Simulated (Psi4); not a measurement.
Geometry relaxation, with input and output: SiH$_{4}$S (part 2 of 4)

Continued. System: SiH$_{4}$S, SMILES [SiH3]S. Method: B97-3c/def2-mTZVP, RKS (Psi4 1.11). The geometry comes from this level: PBE0-D4/def2-TZVP.

Geometry of the input (Å):
```
Si -0.1698  -0.2634  -0.4360
S  0.9073  -0.0126  1.3928
H  -1.6298  -0.0743  -0.2416
H  0.1086  -1.6583  -0.8525
H  0.2998  0.6812  -1.4811
H  0.5261  1.2633  1.5723
```

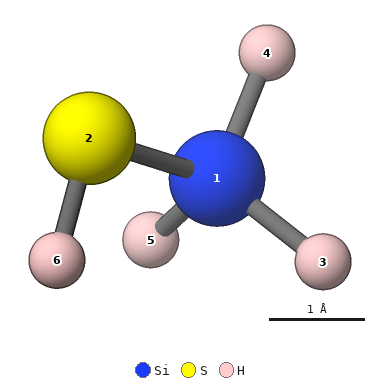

Fig. 1: The starting structure (ball-and-stick view, seen at a tilt; atoms are numbered from 1 in the order of the input).

Output, continued:
```
  Rotational constants: A =      2.20947  B =      0.20821  C =      0.20367 [cm^-1]
  Rotational constants: A =  66238.10201  B =   6242.08073  C =   6105.87506 [MHz]
  Nuclear repulsion =   88.921002009563196

  Charge       = 0
  Multiplicity = 1
  Electrons    = 34
  Nalpha       = 17
  Nbeta        = 17

  ==> Algorithm <==

  SCF Algorithm Type is DF.
  DIIS enabled.
  MOM disabled.
  Fractional occupation disabled.
  Guess Type is READ.
  Energy threshold   = 1.00e-08
  Density threshold  = 1.00e-08
  Integral threshold = 1.00e-12

   => Molecular Quadrature <=

    Radial Scheme          =       TREUTLER
    Pruning Scheme         =           NONE
    Nuclear Scheme         =       TREUTLER

    Blocking Scheme        =         OCTREE
    BS radius alpha        =              1
    Pruning alpha          =              1
    Radial Points          =             75
    Spherical Points       =            302
    Total Points           =         130334
    Total Blocks           =           1032
    Max Points             =            256
    Max Functions          =             56
    Weights Tolerance      =       1.00E-15

   => Loading Basis Set <=

    Name: DEF2-MTZVP
    Role: ORBITAL
    Keyword: BASIS

  Reading orbitals from file s0/job.molecule1.2171.180.npy, no projection.

  ==> MemDFJK: Density-Fitted J/K Matrices <==

    J tasked:                   Yes
    K tasked:                    No
    wK tasked:                   No
    Memory [MiB]:               963
    Algorithm:                 Core
    Schwarz Cutoff:           1E-12
    Mask sparsity (%):       1.0842
    Fitting Condition:        1E-10

   => Auxiliary Basis Set <=

  Basis Set: (DEF2-MTZVP AUX)
    Blend: DEF2-UNIVERSAL-JKFIT
    Number of shells: 100
    Number of basis functions: 328
    Number of Cartesian functions: 390
    Spherical Harmonics?: true
    Max angular momentum: 4

  Cached 100.0% of DFT collocation blocks in 0.177 [GiB].

  Minimum eigenvalue in the overlap matrix is 9.0460635278E-03.
  Reciprocal condition number of the overlap matrix is 1.8569394457E-03.
    Using symmetric orthogonalization.

  ==> Pre-Iterations <==

  SCF Guess: Orbitals guess was supplied from a previous computation.

   -------------------------------------------------------
    Irrep   Nso     Nmo     Nalpha   Nbeta   Ndocc  Nsocc
   -------------------------------------------------------
     A         56      56      17      17      17       0
   -------------------------------------------------------
    Total      56      56      17      17      17       0
   -------------------------------------------------------

  ==> Iterations <==

                           Total Energy        Delta E     RMS |[F,P]|

   @DF-RKS iter   0:  -689.97978442117551   -6.89980e+02   3.64561e-04
   @DF-RKS iter   1:  -689.98164296816333   -1.85855e-03   4.20400e-05 DIIS
   @DF-RKS iter   2:  -689.98164300146857   -3.33052e-08   4.57715e-05 DIIS
   @DF-RKS iter   3:  -689.98164825600952   -5.25454e-06   8.61105e-06 DIIS
   @DF-RKS iter   4:  -689.98164836687386   -1.10864e-07   2.23595e-06 DIIS
   @DF-RKS iter   5:  -689.98164837860588   -1.17320e-08   2.06472e-07 DIIS
   @DF-RKS iter   6:  -689.98164837868831   -8.24230e-11   7.45116e-08 DIIS
   @DF-RKS iter   7:  -689.98164837869956   -1.12550e-11   2.11449e-08 DIIS
   @DF-RKS iter   8:  -689.98164837870115   -1.59162e-12   2.46004e-09 DIIS
  Energy and wave function converged.

  ==> Post-Iterations <==

   Electrons on quadrature grid:
      Ntotal   =   34.0000049463 ; deviation = 4.946e-06

    Final Occupation by Irrep:
              A
    DOCC [    17 ]
    NA   [    17 ]
    NB   [    17 ]

  @DF-RKS Final Energy:  -689.98164837870115

   => Energetics <=

    Nuclear Repulsion Energy =             88.9210020095631961
    One-Electron Energy =               -1130.8008663782952681
    Two-Electron Energy =                 399.8754134731522640
    DFT Exchange-Correlation Energy =     -47.9579511788698767
    Empirical Dispersion Energy =          -0.0192463042515535
    VV10 Nonlocal Energy =                  0.0000000000000000
    Total Energy =                       -689.9816483787011521

Computation Completed

Properties will be evaluated at   0.000000,   0.000000,   0.000000 [a0]

Properties computed using the SCF density matrix

 Multipole Moments:

 ------------------------------------------------------------------------------------
     Multipole            Electronic (a.u.)      Nuclear  (a.u.)        Total (a.u.)
 ------------------------------------------------------------------------------------

 L = 1.  Multiply by 2.5417464519 to convert [e a0] to [Debye]
 Dipole X            :         -0.6190949            0.9622724            0.3431775
 Dipole Y            :         -0.3433339            0.5337302            0.1903964
 Dipole Z            :          2.9867156           -3.3277630           -0.3410474
 Magnitude           :                                                    0.5199374

 ------------------------------------------------------------------------------------

	total time  =          1 seconds =       0.02 minutes

         ------------------------------------------------------------
                                   SCF GRAD
         ------------------------------------------------------------

  ==> Geometry <==

    Molecular point group: c1
    Full point group: C1

    Geometry (in Angstrom), charge = 0, multiplicity = 1:

       Center              X                  Y                   Z               Mass
    ------------   -----------------  -----------------  -----------------  -----------------
         SI          -0.017271083893    -0.009579511079    -1.085420246647    27.976926534650
         S           -0.017271083893    -0.009579511079     1.061830259776    31.972071174400
         H           -0.017271083893     1.365672831056    -1.638036869006     1.007825032230
         H           -1.264594623334    -0.703294245342    -1.469258619599     1.007825032230
         H            1.151236548272    -0.735049596348    -1.637663208391     1.007825032230
         H            1.157974318693     0.642494213438     1.190581670750     1.007825032230

  Nuclear repulsion =   88.921002009563196

   => Molecular Quadrature <=

    Radial Scheme          =       TREUTLER
    Pruning Scheme         =           NONE
    Nuclear Scheme         =       TREUTLER

    Blocking Scheme        =         OCTREE
    BS radius alpha        =              1
    Pruning alpha          =              1
    Radial Points          =             75
    Spherical Points       =            302
    Total Points           =         130334
    Total Blocks           =           1032
    Max Points             =            256
    Max Functions          =             56
    Weights Tolerance      =       1.00E-15

  -Total Gradient:
     Atom            X                  Y                   Z
    ------   -----------------  -----------------  -----------------
       1       -0.000098038259    -0.000053517973     0.001207474198
       2        0.000112855111     0.000062313196    -0.001132451247
       3       -0.000041878980    -0.000000813045     0.000010578430
       4        0.000038196944     0.000022955076    -0.000228117967
       5       -0.000019072354    -0.000032735589     0.000016721338
       6        0.000037586980     0.000018014870    -0.000028103018

	total time  =          1 seconds =       0.02 minutes

    			-----------------------------------------

    			 OPTKING 3.0: for geometry optimizations

    			        with contributions from

    			-----------------------------------------

	                            ===> Fragment 1 <==

	 Z (Atomic Numbers)          Masses                          Geom
	      14.000000            27.976927         -0.03263762 -0.01810265 -2.05114700
	      16.000000            31.972071         -0.03263762 -0.01810265  2.00656838
	       1.000000             1.007825         -0.03263762  2.58074763 -3.09544107
	       1.000000             1.007825         -2.38973750 -1.32903351 -2.77649640
	       1.000000             1.007825          2.17552178 -1.38904243 -3.09473495
	       1.000000             1.007825          2.18825432  1.21413810  2.24987329

	 - Coordinate -           - BOHR/RAD -       - ANG/DEG -
	 R(1,2)           =         4.057715           2.147251
	 R(1,3)           =         2.800816           1.482128
	 R(1,4)           =         2.792954           1.477968
	 R(1,5)           =         2.800807           1.482123
	 R(2,6)           =         2.551465           1.350177
	 B(1,2,6)         =         1.666300          95.471976
	 B(2,1,3)         =         1.952879         111.891705
	 B(2,1,4)         =         1.833515         105.052672
	 B(2,1,5)         =         1.952608         111.876216
	 B(3,1,4)         =         1.916323         109.797199
	 B(3,1,5)         =         1.891525         108.376379
	 B(4,1,5)         =         1.916493         109.806955
	 D(3,1,2,6)       =        -1.064244         -60.976713
	 D(4,1,2,6)       =         3.140582         179.942110
	 D(5,1,2,6)       =         1.062163          60.857440

	        --- Internal Coordinate Step in ANG or DEG, aJ/ANG or AJ/DEG ---
	-------------------------------------------------------------------------------
	           Coordinate      Previous         Force          Change          New
	           ----------      --------        ------          ------        ------
	               R(1,2)       2.14725        0.00912        0.00323       2.15048
	               R(1,3)       1.48213        0.00013       -0.00004       1.48209
	               R(1,4)       1.47797       -0.00011       -0.00019       1.47778
	               R(1,5)       1.48212        0.00014       -0.00004       1.48208
	               R(2,6)       1.35018       -0.00025        0.00015       1.35033
	             B(1,2,6)      95.47198        0.00000        0.02692      95.49890
	             B(2,1,3)     111.89170        0.00001        0.06151     111.95321
	             B(2,1,4)     105.05267       -0.00003       -0.18328     104.86939
	             B(2,1,5)     111.87622        0.00001        0.06743     111.94364
	             B(3,1,4)     109.79720        0.00001        0.04065     109.83785
	             B(3,1,5)     108.37638       -0.00000       -0.02491     108.35147
	             B(4,1,5)     109.80695        0.00001        0.03757     109.84452
	           D(3,1,2,6)     -60.97671       -0.00000       -0.00388     -60.98059
	           D(4,1,2,6)     179.94211        0.00000        0.02635     179.96846
	           D(5,1,2,6)      60.85744        0.00000        0.05711      60.91455
	-------------------------------------------------------------------------------

	                                 ==> Convergence Check <==

	Measures of convergence in internal coordinates in au.

	Criteria marked as inactive (o), active & met (*), and active & unmet ( ).

	----------------------------------------------------------------------------------------------
	   Step    Total Energy     Delta E     Max Force     RMS Force      Max Disp      RMS Disp
	----------------------------------------------------------------------------------------------
	  Convergence Criteria     1.00e-06 *    3.00e-04 *             o    1.20e-03 *             o
	----------------------------------------------------------------------------------------------
	     2    -689.98164838   -1.05e-04      1.11e-03      3.17e-04 o    6.11e-03      1.88e-03 o  ~
	----------------------------------------------------------------------------------------------

Next Geometry in Ang
	Fragment 1 (Ang)

	   Si  -0.0165599111  -0.0092581097  -1.0869912832
	    S  -0.0176439006  -0.0100102457   1.0634911086
	    H  -0.0169054928   1.3655537389  -1.6405872226
	    H  -1.2646504973  -0.7032537559  -1.4670858358
	    H   1.1512000323  -0.7348839496  -1.6405028030
	    H   1.1573627614   0.6425165027   1.1937090230

    Structure for next step:
    Molecular point group: c1
    Full point group: C1

    Geometry (in Angstrom), charge = 0, multiplicity = 1:

    SI
    S             1    2.150483
    H             1    1.482085      2  111.953212
    H             1    1.477779      3  109.837854      2  116.075230
    H             1    1.482083      4  109.844524      3 -119.080637
    H             2    1.350329      1   95.498895      4  179.968457

gradient() will perform analytic gradient computation.

  ==> Geometry <==

    Molecular point group: c1
    Full point group: C1

    Geometry (in Angstrom), charge = 0, multiplicity = 1:

       Center              X                  Y                   Z               Mass
    ------------   -----------------  -----------------  -----------------  -----------------
         SI          -0.017231587213    -0.009557521222    -1.087121025413    27.976926534650
         S           -0.017231587213    -0.009557521222     1.063361771098    31.972071174400
         H           -0.017231587213     1.365060763926    -1.641197529845     1.007825032230
         H           -1.265828893988    -0.703118548110    -1.466343657488     1.007825032230
         H            1.149919264746    -0.735907547084    -1.640967282249     1.007825032230
         H            1.158136973988     0.642480499590     1.192759155138     1.007825032230

  Running in c1 symmetry.

  Rotational constants: A =      2.20952  B =      0.20764  C =      0.20312 [cm^-1]
  Rotational constants: A =  66239.72605  B =   6224.84304  C =   6089.23627 [MHz]
  Nuclear repulsion =   88.827507481376159

  Charge       = 0
  Multiplicity = 1
  Electrons    = 34
  Nalpha       = 17
  Nbeta        = 17

   => Molecular Quadrature <=

    Radial Scheme          =       TREUTLER
    Pruning Scheme         =           NONE
    Nuclear Scheme         =       TREUTLER

    Blocking Scheme        =         OCTREE
    BS radius alpha        =              1
    Pruning alpha          =              1
    Radial Points          =             75
    Spherical Points       =            302
    Total Points           =         130330
    Total Blocks           =           1030
    Max Points             =            256
    Max Functions          =             56
    Weights Tolerance      =       1.00E-15

   => Auxiliary Basis Set <=

  Basis Set: (DEF2-MTZVP AUX)
    Blend: DEF2-UNIVERSAL-JKFIT
    Number of shells: 100
    Number of basis functions: 328
    Number of Cartesian functions: 390
    Spherical Harmonics?: true
    Max angular momentum: 4

  Cached 100.0% of DFT collocation blocks in 0.176 [GiB].

  Minimum eigenvalue in the overlap matrix is 9.0662537803E-03.
  Reciprocal condition number of the overlap matrix is 1.8622237804E-03.
    Using symmetric orthogonalization.

  ==> Iterations <==

                           Total Energy        Delta E     RMS |[F,P]|

   @DF-RKS iter   0:  -689.98099814265788   -6.89981e+02   9.13708e-05
   @DF-RKS iter   1:  -689.98165330307961   -6.55160e-04   1.39940e-05 DIIS
   @DF-RKS iter   2:  -689.98165323701699    6.60626e-08   1.59347e-05 DIIS
   @DF-RKS iter   3:  -689.98165378330020   -5.46283e-07   1.80168e-06 DIIS
   @DF-RKS iter   4:  -689.98165378863166   -5.33146e-09   4.45994e-07 DIIS
   @DF-RKS iter   5:  -689.98165378905685   -4.25189e-10   8.95717e-08 DIIS
   @DF-RKS iter   6:  -689.98165378907368   -1.68257e-11   3.26546e-08 DIIS
   @DF-RKS iter   7:  -689.98165378907493   -1.25056e-12   5.29841e-09 DIIS
  Energy and wave function converged.

  ==> Post-Iterations <==

   Electrons on quadrature grid:
      Ntotal   =   34.0000046650 ; deviation = 4.665e-06

    Final Occupation by Irrep:
              A
    DOCC [    17 ]
    NA   [    17 ]
    NB   [    17 ]

  @DF-RKS Final Energy:  -689.98165378907493

   => Energetics <=

    Nuclear Repulsion Energy =             88.8275074813761591
    One-Electron Energy =               -1130.6142753793810698
    Two-Electron Energy =                 399.7813594207434562
    DFT Exchange-Correlation Energy =     -47.9570251409036317
    Empirical Dispersion Energy =          -0.0192201709099106
    VV10 Nonlocal Energy =                  0.0000000000000000
    Total Energy =                       -689.9816537890749260

Computation Completed

Properties will be evaluated at   0.000000,   0.000000,   0.000000 [a0]

Properties computed using the SCF density matrix

 Multipole Moments:

 ------------------------------------------------------------------------------------
     Multipole            Electronic (a.u.)      Nuclear  (a.u.)        Total (a.u.)
 ------------------------------------------------------------------------------------

 L = 1.  Multiply by 2.5417464519 to convert [e a0] to [Debye]
 Dipole X            :         -0.6160116            0.9600718            0.3440603
 Dipole Y            :         -0.3416457            0.5325050            0.1908594
 Dipole Z            :          2.9840810           -3.3290461           -0.3449651
 Magnitude           :                                                    0.5232644

 ------------------------------------------------------------------------------------

	total time  =          1 seconds =       0.02 minutes

         ------------------------------------------------------------
                                   SCF GRAD
         ------------------------------------------------------------

  ==> Geometry <==

    Molecular point group: c1
    Full point group: C1

    Geometry (in Angstrom), charge = 0, multiplicity = 1:
```
